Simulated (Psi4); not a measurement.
CH3F: single-point calculation

System: CH3F.
Method: MN15-L/cc-pVQZ, RKS (Psi4 1.11).

The geometry comes from this level: PBE0-D4/def2-TZVP.

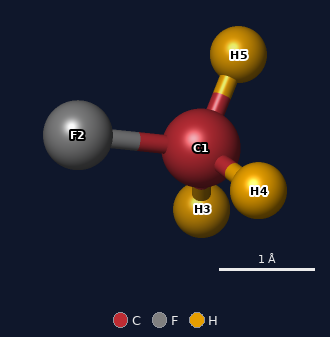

Figure 1. The structure (ball-and-stick view, seen at a tilt; atoms are numbered from 1 in the order of the input). Bond lengths as drawn: C–F 1.38 Å and C–H 1.09 Å.

Input file (input.json):
```
{
  "schema_name": "qcschema_input",
  "schema_version": 1,
  "molecule": {
    "schema_name": "qcschema_molecule",
    "schema_version": 2,
    "symbols": ["C", "F", "H", "H", "H"],
    "geometry": [-0.09580911, 0.06217199, 0.01473986, 2.06754935, -1.34265041, -0.31860782, -1.73609139, -1.18466931, -0.10960412, -0.1980433, 1.504222, -1.45886857, -0.03741658, 0.96092573, 1.87215167],
    "molecular_charge": 0,
    "molecular_multiplicity": 1,
    "fix_symmetry": "c1"
  },
  "driver": "energy",
  "model": {
    "method": "mn15-l",
    "basis": "cc-pVQZ"
  },
  "keywords": {
    "scf_type": "mem_df"
  }
}
```

Machine: 1 thread of Intel Xeon (Sapphire Rapids), 16 GiB of memory available, shared host.

Launch command:
```bash
psi4 --qcschema input.json -n 1 --memory 1600MB
```

Log:
```
Psi4 1.11 release

   => Loading Basis Set <=

    Name: CC-PVQZ
    Role: ORBITAL
    Keyword: BASIS

         ---------------------------------------------------------
                                   SCF
                              RKS Reference
                        1 Threads,   1525 MiB Core
         ---------------------------------------------------------

  ==> Geometry <==

    Molecular point group: c1
    Full point group: C1

    Geometry (in Bohr), charge = 0, multiplicity = 1:

       Center              X                  Y                   Z               Mass
    ------------   -----------------  -----------------  -----------------  -----------------
         C           -1.158168095366     0.752070752552     0.178461162360    12.000000000000
         F            1.005190364634    -0.652751647448    -0.154886517640    18.998403162730
         H           -2.798450375366    -0.494770547448     0.054117182360     1.007825032230
         H           -1.260402285366     2.194120762552    -1.295147267640     1.007825032230
         H           -1.099775565366     1.650824492552     2.035872972360     1.007825032230

  Running in c1 symmetry.

  Rotational constants: A =      5.23213  B =      0.86385  C =      0.86384 [cm^-1]
  Rotational constants: A = 156855.16737  B =  25897.45541  C =  25897.36338 [MHz]
  Nuclear repulsion =   37.451250130287569

  Charge       = 0
  Multiplicity = 1
  Electrons    = 18
  Nalpha       = 9
  Nbeta        = 9

  ==> Algorithm <==

  SCF Algorithm Type is MEM_DF.
  DIIS enabled.
  MOM disabled.
  Fractional occupation disabled.
  Guess Type is SAD.
  Energy threshold   = 1.00e-06
  Density threshold  = 1.00e-06
  Integral threshold = 1.00e-12

  ==> Primary Basis <==

  Basis Set: CC-PVQZ
    Blend: CC-PVQZ
    Number of shells: 60
    Number of basis functions: 200
    Number of Cartesian functions: 245
    Spherical Harmonics?: true
    Max angular momentum: 4

  ==> DFT Potential <==

   => LibXC <=

    Version 7.1.2

   => Composite Functional: MN15-L <=

    MN15-L Meta-GGA XC Functional

    Deriv               =              1
    GGA                 =           TRUE
    Meta                =           TRUE

    Exchange Hybrid     =          FALSE
    MP2 Hybrid          =          FALSE

   => Exchange Functionals <=

    1.0000   XC_MGGA_X_MN15_L

   => Correlation Functionals <=

    1.0000   XC_MGGA_C_MN15_L

   => LibXC Density Thresholds  <==

    XC_MGGA_C_MN15_L:  1.00E-15
    XC_MGGA_X_MN15_L:  1.00E-15

   => Molecular Quadrature <=

    Radial Scheme          =       TREUTLER
    Pruning Scheme         =           NONE
    Nuclear Scheme         =       TREUTLER

    Blocking Scheme        =         OCTREE
    BS radius alpha        =              1
    Pruning alpha          =              1
    Radial Points          =             75
    Spherical Points       =            302
    Total Points           =         109749
    Total Blocks           =            893
    Max Points             =            256
    Max Functions          =            200
    Weights Tolerance      =       1.00E-15

   => Loading Basis Set <=

    Name: (CC-PVQZ AUX)
    Role: JKFIT
    Keyword: DF_BASIS_SCF

  ==> Integral Setup <==

  DFHelper Memory: AOs need 0.120 GiB; user supplied 0.120 GiB.
  SCF_SUBTYPE=INCORE selected. In-core MEM_DF algorithm will be used.
  Using in-core AOs.

  ==> MemDFJK: Density-Fitted J/K Matrices <==

    J tasked:                   Yes
    K tasked:                    No
    wK tasked:                   No
    Memory [MiB]:               122
    Algorithm:                 Core
    Schwarz Cutoff:           1E-12
    Mask sparsity (%):       0.0300
    Fitting Condition:        1E-10

   => Auxiliary Basis Set <=

  Basis Set: (CC-PVQZ AUX)
    Blend: CC-PVQZ-JKFIT
    Number of shells: 95
    Number of basis functions: 365
    Number of Cartesian functions: 482
    Spherical Harmonics?: true
    Max angular momentum: 5

  Cached 50.1% of DFT collocation blocks in 0.691 [GiB].

  Minimum eigenvalue in the overlap matrix is 2.0090554511E-04.
  Reciprocal condition number of the overlap matrix is 2.6325550686E-05.
    Using symmetric orthogonalization.

  ==> Pre-Iterations <==

  SCF Guess: Superposition of Atomic Densities via on-the-fly atomic UHF (no occupation information).

   -------------------------
    Irrep   Nso     Nmo
   -------------------------
     A        200     200
   -------------------------
    Total     200     200
   -------------------------

  ==> Iterations <==

                           Total Energy        Delta E     RMS |[F,P]|

   @DF-RKS iter SAD:  -139.20480651114039   -1.39205e+02   0.00000e+00
   @DF-RKS iter   1:  -139.58433646848903   -3.79530e-01   2.16846e-03 ADIIS/DIIS
   @DF-RKS iter   2:  -139.58972419351915   -5.38773e-03   2.09745e-03 ADIIS/DIIS
   @DF-RKS iter   3:  -139.67670713951287   -8.69829e-02   1.80892e-04 ADIIS/DIIS
   @DF-RKS iter   4:  -139.67703963652068   -3.32497e-04   6.70901e-05 DIIS
   @DF-RKS iter   5:  -139.67705948423696   -1.98477e-05   4.83480e-05 DIIS
   @DF-RKS iter   6:  -139.67708550485003   -2.60206e-05   1.20567e-05 DIIS
   @DF-RKS iter   7:  -139.67708747879342   -1.97394e-06   5.81498e-07 DIIS
   @DF-RKS iter   8:  -139.67708748145162   -2.65820e-09   1.05142e-07 DIIS
  Energy and wave function converged.

  ==> Post-Iterations <==

   Electrons on quadrature grid:
      Ntotal   =   18.0000042203 ; deviation = 4.220e-06

    Orbital Energies [Eh]
    ---------------------

    Doubly Occupied:

       1A    -24.547702     2A    -10.208210     3A     -1.222610
       4A     -0.690064     5A     -0.466562     6A     -0.457418
       7A     -0.457403     8A     -0.317397     9A     -0.317387

    Virtual:

      10A      0.029046    11A      0.072052    12A      0.093321
      13A      0.093329    14A      0.194875    15A      0.194877
      16A      0.282736    17A      0.342107    18A      0.343452
      19A      0.343474    20A      0.370039    21A      0.442732
      22A      0.442741    23A      0.510936    24A      0.650438
      25A      0.650442    26A      0.686577    27A      0.721521
      28A      0.721527    29A      0.785496    30A      0.787515
      31A      0.787531    32A      0.867322    33A      0.976157
      34A      0.976168    35A      1.016772    36A      1.037735
      37A      1.037757    38A      1.135888    39A      1.292189
      40A      1.292215    41A      1.302552    42A      1.592646
      43A      1.614307    44A      1.614312    45A      1.709144
      46A      1.709164    47A      1.791475    48A      1.791487
      49A      1.886080    50A      1.924610    51A      1.950960
      52A      1.950966    53A      2.043860    54A      2.043893
      55A      2.158954    56A      2.243316    57A      2.296255
      58A      2.316415    59A      2.316422    60A      2.416373
      61A      2.416399    62A      2.434741    63A      2.548104
      64A      2.548118    65A      2.646640    66A      2.646649
      67A      2.684566    68A      2.818965    69A      2.941345
      70A      2.941390    71A      2.963060    72A      2.963111
      73A      3.101165    74A      3.164178    75A      3.305995
      76A      3.306057    77A      3.373199    78A      3.388051
      79A      3.497721    80A      3.497812    81A      3.609113
      82A      3.609127    83A      3.627578    84A      3.827214
      85A      3.827237    86A      3.986742    87A      4.084029
      88A      4.084097    89A      4.328434    90A      4.580449
      91A      4.650849    92A      4.685347    93A      4.685388
      94A      4.895033    95A      4.895080    96A      4.948867
      97A      5.000543    98A      5.398636    99A      5.398856
     100A      5.436291   101A      5.634057   102A      5.634161
     103A      5.697325   104A      5.800983   105A      5.801124
     106A      5.999423   107A      6.000133   108A      6.000265
     109A      6.151054   110A      6.151436   111A      6.352038
     112A      6.455029   113A      6.455256   114A      6.469766
     115A      6.539637   116A      6.539891   117A      6.616197
     118A      6.625638   119A      6.670976   120A      6.671864
     121A      6.744953   122A      6.841085   123A      6.841415
     124A      6.889196   125A      6.889343   126A      7.167159
     127A      7.167336   128A      7.212062   129A      7.374465
     130A      7.375150   131A      7.497291   132A      7.729465
     133A      7.921036   134A      7.921061   135A      7.963401
     136A      8.076120   137A      8.076705   138A      8.300470
     139A      8.369616   140A      8.416604   141A      8.417226
     142A      8.538572   143A      8.538839   144A      8.711498
     145A      8.719693   146A      8.719947   147A      8.733283
     148A      8.986124   149A      9.066410   150A      9.067526
     151A      9.177547   152A      9.178628   153A      9.194475
     154A      9.273928   155A      9.274299   156A      9.355251
     157A      9.509268   158A      9.677247   159A      9.678182
     160A      9.701215   161A      9.898284   162A      9.898582
     163A     10.441453   164A     10.441971   165A     10.678879
     166A     10.718865   167A     10.719039   168A     10.745622
     169A     11.045545   170A     11.045845   171A     11.156247
     172A     11.362549   173A     12.318599   174A     12.321066
     175A     12.380628   176A     12.412656   177A     12.681348
     178A     12.681545   179A     12.728821   180A     12.729192
     181A     12.830392   182A     12.830422   183A     12.968568
     184A     13.317947   185A     13.317977   186A     14.296959
     187A     15.540280   188A     15.541978   189A     15.839786
     190A     15.840661   191A     16.441261   192A     16.441289
     193A     16.512503   194A     16.708559   195A     16.709072
     196A     17.080936   197A     17.080958   198A     17.507982
     199A     25.586361   200A     52.319423

    Final Occupation by Irrep:
              A
    DOCC [     9 ]
    NA   [     9 ]
    NB   [     9 ]

  @DF-RKS Final Energy:  -139.67708748145162

   => Energetics <=

    Nuclear Repulsion Energy =             37.4512501302875691
    One-Electron Energy =                -266.2917975321913673
    Two-Electron Energy =                 106.0405777491731527
    DFT Exchange-Correlation Energy =     -16.8771178287209693
    Empirical Dispersion Energy =           0.0000000000000000
    VV10 Nonlocal Energy =                  0.0000000000000000
    Total Energy =                       -139.6770874814516219

Computation Completed

Properties will be evaluated at   0.000000,   0.000000,   0.000000 [a0]

Properties computed using the SCF density matrix

 Multipole Moments:

 ------------------------------------------------------------------------------------
     Multipole            Electronic (a.u.)      Nuclear  (a.u.)        Total (a.u.)
 ------------------------------------------------------------------------------------

 L = 1.  Multiply by 2.5417464519 to convert [e a0] to [Debye]
 Dipole X            :          2.5206296           -3.0609235           -0.5402940
 Dipole Y            :         -1.6369627            1.9878344            0.3508716
 Dipole Z            :         -0.3883919            0.4716312            0.0832393
 Magnitude           :                                                    0.6495824

 ------------------------------------------------------------------------------------

	total time  =         17 seconds =       0.28 minutes

    Psi4 run time: 0:00:16.48
```

File result.json:
```
{
 "driver": "energy",
 "model": {
  "method": "mn15-l",
  "basis": "cc-pVQZ"
 },
 "success": true,
 "return_result": -139.67708748145162,
 "properties": {
  "calcinfo_nbasis": 200,
  "calcinfo_nmo": 200,
  "calcinfo_nalpha": 9,
  "calcinfo_nbeta": 9,
  "calcinfo_natom": 5,
  "nuclear_repulsion_energy": 37.45125013028757,
  "return_energy": -139.67708748145162,
  "scf_one_electron_energy": -266.29179753219137,
  "scf_two_electron_energy": 106.04057774917315,
  "scf_xc_energy": -16.87711782872097,
  "scf_dipole_moment": [-0.5402939599770531, 0.35087164881747523, 0.08323934533351351],
  "scf_total_energy": -139.67708748145162,
  "scf_iterations": 8
 }
}
```

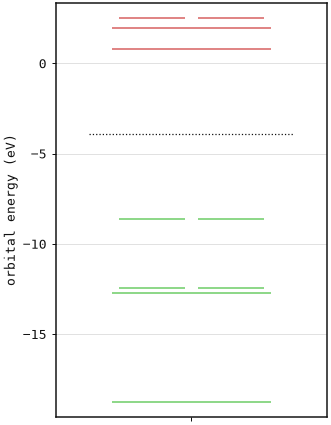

Figure 2. Orbital energies near the frontier; the dotted line parts filled from empty levels, and levels within 0.02 eV of each other stand side by side. Highest filled −8.64 eV, lowest empty 0.79 eV, 9.43 eV apart.

Summary:

```tsv
quantity	value
outcome	converged
total energy	−139.677087 hartree
basis functions	200
HOMO	−8.64 eV
LUMO	0.79 eV
dipole moment	1.65 D
wall time	18 s
peak memory	1 GiB
```
